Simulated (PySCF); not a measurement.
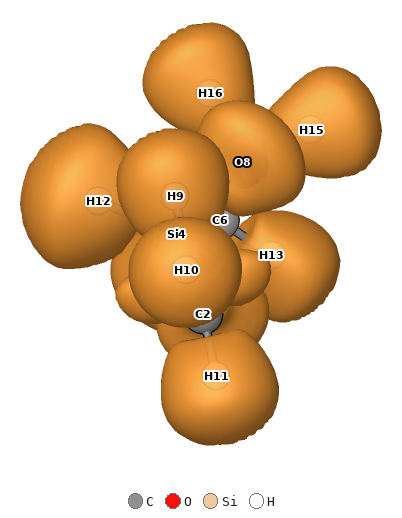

Figure. C$_{4}$H$_{8}$O$_{3}$Si. Isosurface of the ELF at 0.75 (orange), seen at an oblique angle. Only the valence region is drawn (cores and ρ < 0.01 e/Å³ removed).

Geometry: GFN2-xTB.

Method: PySCF 2.14.0, PBE0/pcSseg-1, SCF density, gas phase, non-relativistic.

| atom | x (Å) | y (Å) | z (Å) |
| --- | --- | --- | --- |
| C | 3.1682 | -0.0399 | 0.2481 |
| C | 2.4236 | -1.0423 | -0.1767 |
| O | 1.0814 | -1.1082 | -0.1311 |
| Si | -0.0027 | -0.2248 | 0.6669 |
| O | -1.4147 | -1.0386 | 0.6448 |
| C | -2.4548 | -0.2494 | 0.1481 |
| C | -1.9147 | 1.1803 | -0.0817 |
| O | -0.5191 | 1.1137 | -0.1219 |
| H | 2.7227 | 0.8372 | 0.6804 |
| H | 4.2377 | -0.0725 | 0.1648 |
| H | 2.8478 | -1.9314 | -0.6276 |
| H | 0.3846 | 0.0846 | 2.0354 |
| H | -2.8052 | -0.6919 | -0.7891 |
| H | -3.2753 | -0.2451 | 0.8702 |
| H | -2.2716 | 1.6070 | -1.0211 |
| H | -2.2153 | 1.8301 | 0.7464 |

> Identify the bonds, lone pairs and shells in this picture.

The ELF exceeds this value in two regions between bonded C–C atoms (shared pairs), eight regions around hydrogen nuclei and three regions on O in which the atom's valence shell and bonds are merged.

Values along the shortest contacts:
C–C (1.32 Å): the ELF peaks at about 0.90 between the atoms (a multiple bond). C–O (1.34 Å): the ELF peaks at about 0.90 between the atoms (a shared but strongly polarised pair).
